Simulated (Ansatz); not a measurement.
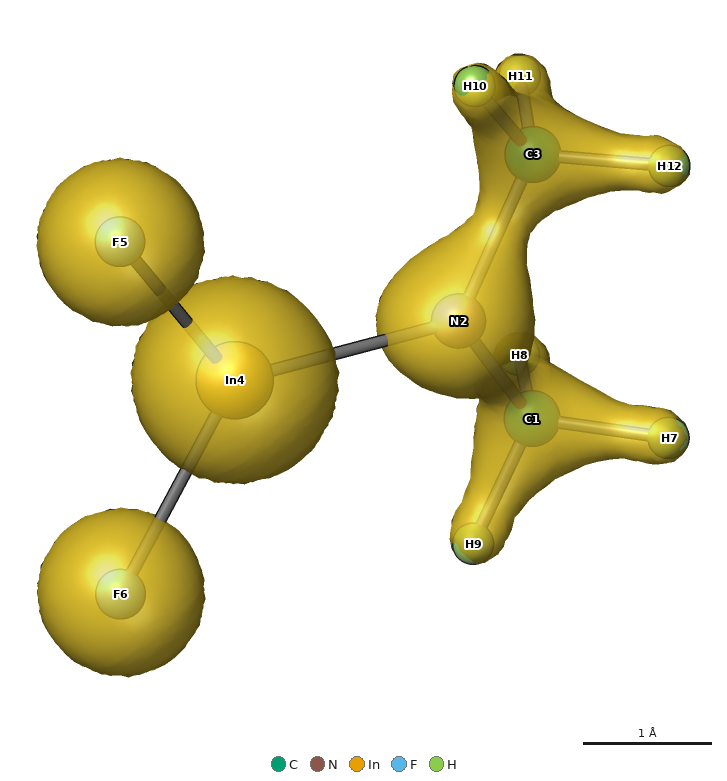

Figure 1: C$_{2}$H$_{6}$F$_{2}$InN (SMILES C[N](C)[In]([F])[F]). Isosurface of the electron density at 1.5 e/Å³ (yellow), seen at a tilt.

Geometry: PBE0-D4/def2-TZVP; core potentials replace the inner electrons of In.

The calculation used RKS PBE0-D4/def2-TZVPP in Ansatz.

```yaml
atoms:
  - { symbol: C, position_ang: [-0.4701, -0.6503, 1.2208] }
  - { symbol: N, position_ang: [0.1154, 0.0394, 0.0956] }
  - { symbol: C, position_ang: [1.1060, -0.7371, -0.6115] }
  - { symbol: In, position_ang: [-0.7453, 1.6316, -0.7171] }
  - { symbol: F, position_ang: [-0.0986, 2.4905, -2.3283] }
  - { symbol: F, position_ang: [-2.1984, 2.5962, 0.1260] }
  - { symbol: H, position_ang: [0.3083, -0.9115, 1.9510] }
  - { symbol: H, position_ang: [-0.9701, -1.5844, 0.9255] }
  - { symbol: H, position_ang: [-1.2038, -0.0233, 1.7313] }
  - { symbol: H, position_ang: [1.5297, -0.1736, -1.4452] }
  - { symbol: H, position_ang: [0.6953, -1.6758, -1.0116] }
  - { symbol: H, position_ang: [1.9315, -1.0017, 0.0635] }
```

What does this surface tell about the bonding?

Answer. At this value the surface falls into four separate pieces. It bridges the sampled C–N (1.44 Å) and C–H (1.09 Å) contacts, where the density stays above the isovalue. It is pinched off along the sampled In–F (1.94 Å) and In–N (1.98 Å) contacts. On the grid the lowest density along these lines, outside the cores, is 1.8 e/Å³ (C–N, 1.44 Å), 0.78 e/Å³ (In–F, 1.94 Å), 0.84 e/Å³ (In–N, 1.98 Å) and 1.9 e/Å³ (C–H, 1.09 Å).
